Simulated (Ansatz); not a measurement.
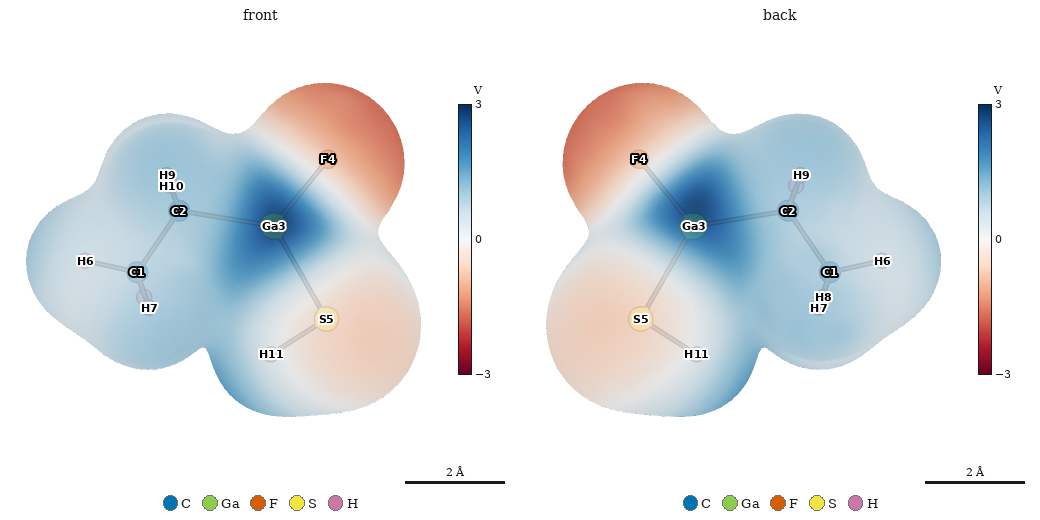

Figure 1: C$_{2}$H$_{6}$FGaS (SMILES C[CH2][Ga]([F])[SH]). The electrostatic potential painted on the density surface at 0.002 e/bohr³, seen from the front and from behind; red is negative and blue positive.

Geometry: PBE0-D4/def2-TZVP.

Method: RKS PBE0-D4/def2-TZVPP in Ansatz 0.2.0.

```xyz
11

C    -0.6911   -0.3334    1.1741
C     0.4722    0.5148    0.6782
Ga    0.8001    0.3977   -1.2492
F     2.0956    1.3464   -1.9682
S    -0.2506   -0.7973   -2.7605
H    -0.8257   -0.2285    2.2542
H    -0.5353   -1.3957    0.9700
H    -1.6338   -0.0457    0.7018
H     0.3187    1.5744    0.9041
H     1.4083    0.2362    1.1717
H    -1.0930   -1.3256   -1.8556
```

> Where is the surface potential most negative and most positive?

The most negative region (about −1.6 V) lies over F4, the most positive (about +2.7 V) over Ga3.
